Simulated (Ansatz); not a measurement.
# doublet [SiH2]+: levels of theory compared

Wanted: a comparison of 6 runs (UB3LYP/6-31G*, UBHLYP/aug-cc-pVTZ, UPBE0/aug-cc-pVTZ, USVWN5/aug-cc-pVTZ, UCCSD/aug-cc-pVTZ, UCCSD(T)/aug-cc-pVTZ) of doublet [SiH2]+. 

The results are computed with Ansatz 0.2.0.

32 further runs of the same task are left out: 32 set aside as unsound or not needed.

## 1. The molecule

The species is [SiH2]+ (3 atoms), meant as a doublet with charge +1. SMILES of the parent species: `[SiH2]`. The coordinates come from a PBE0-D4/def2-TZVP relaxation. That shape belongs to the parent species and isn't relaxed for this state.

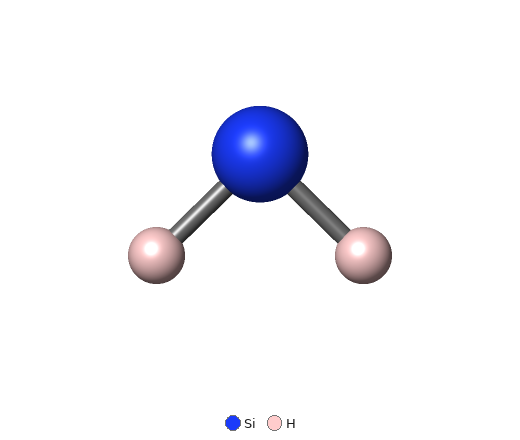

Viewed from a chosen angle; silicon blue, hydrogen pink.

## 2. The energy at UB3LYP/6-31G(d) (spherical functions) (run 1)

run.yaml reads:

```yaml
crystal:
  periodic: [false, false, false]
  atoms:
    - {symbol: Si, position_ang: [-0.491200, 0.468600, -0.213600]}
    - {symbol: H, position_ang: [0.840300, 0.578600, 0.522500]}
    - {symbol: H, position_ang: [-0.349100, -1.047200, -0.308900]}
basis:
  gaussian: {orbitals: 6-31G_st_-spherical.json}
total_charge: 1
magnetization: {spin_polarized: true, initial_magnetization: 1}
hamiltonian: {xc: {name: B3LYP}}
accuracy: high
output: {orbitals: {seedname: orbitals}}
```

The basis set 6-31G* is read from a file made from the Basis Set Exchange's data (not shown).

On the command line:

```
$ ansatz run run.yaml --threads 1 --pin off --max-ram 3480MiB --events-out events.jsonl --progress --plain --runs-dir runs
```

The log of the run:

```text
Warning: RAYON_NUM_THREADS=1 ignored (pool sized by the plan → 1); use --threads N
Functional definition: B3LYP
  name "B3LYP"
  parameter a0 = 0.2
  parameter ax = 0.72
  parameter ac = 0.81
  exchange = (1 - a0 - ax)*slater_x + ax*b88_x + a0*exact_x
  correlation = (1 - ac)*vwn_rpa_c + ac*lyp_c
381 factors; integrals over basis functions are off by at most 3.9e-9 eV
mean field evaluation 1: about -7897.7678 eV, gradient 8.7e0 eV
mean field evaluation 2: about -7898.2437 eV, gradient 5.0e0 eV
mean field evaluation 4: about -7898.4975 eV, gradient 1.2e-1 eV
mean field evaluation 8: about -7898.4930 eV, gradient 1.0e-3 eV
mean field evaluation 16: about -7898.4930 eV, gradient 1.8e-7 eV
mean field -7898.49302318 eV, -290.2642648110 hartree, gradient 9.0e-9 eV, S^2 0.752330; 0 other end points of the search recorded, 0 dependent functions left out
reference -7898.49305075 eV, -290.2642658243 hartree; 8, 7 occupied and 14, 15 virtual orbitals, 381 factors
Total energy: -7898.49305075 eV, -290.2642658243 hartree
```

It took 1.2 s on 1 thread of Arm Neoverse V1, shared host; peak memory 0.1 GiB.

## 3. A single-point energy at UBHLYP/aug-cc-pVTZ (run 2)

molecule.yaml reads:

```yaml
crystal:
  periodic: [false, false, false]
  atoms:
    - {symbol: Si, position_ang: [-0.491200, 0.468600, -0.213600]}
    - {symbol: H, position_ang: [0.840300, 0.578600, 0.522500]}
    - {symbol: H, position_ang: [-0.349100, -1.047200, -0.308900]}
basis:
  gaussian: {orbitals: aug-cc-pVTZ}
total_charge: 1
accuracy: high
hamiltonian: {xc: {name: BHLYP}}
output: {orbitals: {seedname: orbitals}}
magnetization: {spin_polarized: true, initial_magnetization: 1}
```

On the command line:

```
$ ansatz run molecule.yaml --threads 1 --pin off --max-ram 3480MiB --events-out events.jsonl --progress --plain --runs-dir runs
```

The log of the run:

```text
Warning: RAYON_NUM_THREADS=1 ignored (pool sized by the plan → 1); use --threads N
Functional definition: BHLYP
  name "BHLYP"
  parameter a = 0.5
  exchange = (1 - a)*b88_x + a*exact_x
  correlation = lyp_c
1418 factors; integrals over basis functions are off by at most 3.9e-9 eV
mean field evaluation 1: about -7898.1190 eV, gradient 9.1e0 eV
mean field evaluation 2: about -7898.7475 eV, gradient 3.0e0 eV
mean field evaluation 4: about -7898.8280 eV, gradient 2.0e-1 eV
mean field evaluation 8: about -7898.8299 eV, gradient 6.1e-3 eV
mean field evaluation 16: about -7898.8299 eV, gradient 1.3e-6 eV
mean field -7898.82992231 eV, -290.2766456256 hartree, gradient 1.6e-8 eV, S^2 0.756375; 0 other end points of the search recorded, 0 dependent functions left out
reference -7898.82994580 eV, -290.2766464890 hartree; 8, 7 occupied and 88, 89 virtual orbitals, 1418 factors
Total energy: -7898.82994580 eV, -290.2766464890 hartree
```

Run time: 6.3 s. Hardware: 1 thread of Arm Neoverse V1, shared host; peak memory 0.23 GiB.

Runs 3 to 4 aren't shown in full; the table further down has their settings and results.

## 4. A single-point energy at UCCSD/aug-cc-pVTZ (run 5)

in.yaml reads:

```yaml
crystal:
  periodic: [false, false, false]
  atoms:
    - {symbol: Si, position_ang: [-0.491200, 0.468600, -0.213600]}
    - {symbol: H, position_ang: [0.840300, 0.578600, 0.522500]}
    - {symbol: H, position_ang: [-0.349100, -1.047200, -0.308900]}
basis:
  gaussian:
    orbitals: aug-cc-pVTZ
scf:
  omitted_lower_state_checks: [cluster_reference, increment]
correlation:
  method: ccsd
  frozen_orbitals: {H: 0, Si: 5}
accuracy: high
magnetization:
  spin_polarized: true
  initial_magnetization: 1
total_charge: 1
```

On the command line:

```
$ ansatz run in.yaml --threads 1 --pin off --max-ram 3480MiB --events-out events.jsonl --progress --plain --runs-dir runs
```

The log of the run:

```text
Warning: RAYON_NUM_THREADS=1 ignored (pool sized by the plan → 1); use --threads N
[... 11 lines left out ...]
5 core orbitals not correlated: weight in the atoms' cores, before any rotation towards them, 1.000 or more for the frozen orbitals, at most 0.000 for the correlated occupied ones
[... 25 lines left out ...]
Total energy: -7886.42728704 eV, -289.8208571863 hartree
Checks for a lower state left out: cluster_reference, increment
```

Run time: 9 s. Hardware: 1 thread of Arm Neoverse V1, shared host; peak memory 0.87 GiB.

## 5. A single-point energy at UCCSD(T)/aug-cc-pVTZ (run 6)

run.yaml reads:

```yaml
crystal:
  periodic: [false, false, false]
  atoms:
    - {symbol: Si, position_ang: [-0.491200, 0.468600, -0.213600]}
    - {symbol: H, position_ang: [0.840300, 0.578600, 0.522500]}
    - {symbol: H, position_ang: [-0.349100, -1.047200, -0.308900]}
basis:
  gaussian:
    orbitals: aug-cc-pVTZ
total_charge: 1
magnetization:
  spin_polarized: true
  initial_magnetization: 1
correlation:
  method: ccsd_t
  frozen_orbitals: {H: 0, Si: 5}
accuracy: high
scf:
  omitted_lower_state_checks: [cluster_reference, increment]
```

On the command line:

```
$ ansatz run run.yaml --threads 1 --pin off --max-ram 3480MiB --events-out events.jsonl --progress --plain --runs-dir runs
```

The log of the run:

```text
Warning: RAYON_NUM_THREADS=1 ignored (pool sized by the plan → 1); use --threads N
[... 11 lines left out ...]
5 core orbitals not correlated: weight in the atoms' cores, before any rotation towards them, 1.000 or more for the frozen orbitals, at most 0.000 for the correlated occupied ones
[... 26 lines left out ...]
Total energy: -7886.49100145 eV, -289.8231986475 hartree
Checks for a lower state left out: cluster_reference, increment
```

Run time: 10 s. Hardware: 1 thread of Arm Neoverse V1, shared host; peak memory 0.87 GiB.

## 6. The series

```
run                                level  frozen core orbitals  energy (Eh)  HOMO energy (eV)  LUMO energy (eV)   ⟨S²⟩  wall time
  1  UB3LYP/6-31G* (spherical functions)                     –  -290.264266            -15.62            -12.25  0.752      1.2 s
  2                   UBHLYP/aug-cc-pVTZ                     –  -290.276646            -16.94            -10.91  0.756      6.3 s
  3                    UPBE0/aug-cc-pVTZ                     –  -290.145990            -15.88            -11.78  0.754      5.1 s
  4                   USVWN5/aug-cc-pVTZ                     –  -289.083168            -14.53            -13.11  0.751      2.8 s
  5                    UCCSD/aug-cc-pVTZ                     5  -289.820857                 –                 –  0.761        9 s
  6                 UCCSD(T)/aug-cc-pVTZ                     5  -289.823199                 –                 –  0.761       10 s
```

## 7. Results

| quantity | value |
| --- | --- |
| run 6: total energy | -289.82320 Eh |
| run 6: correlation energy (5 core orbitals frozen) | -102.0 mEh |
| run 6: (T) correction | -2.34 mEh |
| run 6: ⟨S²⟩ of the reference determinant | 0.761 |
| run 6: T1 diagnostic | 0.018 |

**Reading.** Totals of different functionals can't be ranked against each other. All runs together took 35 s, the longest 10 s.
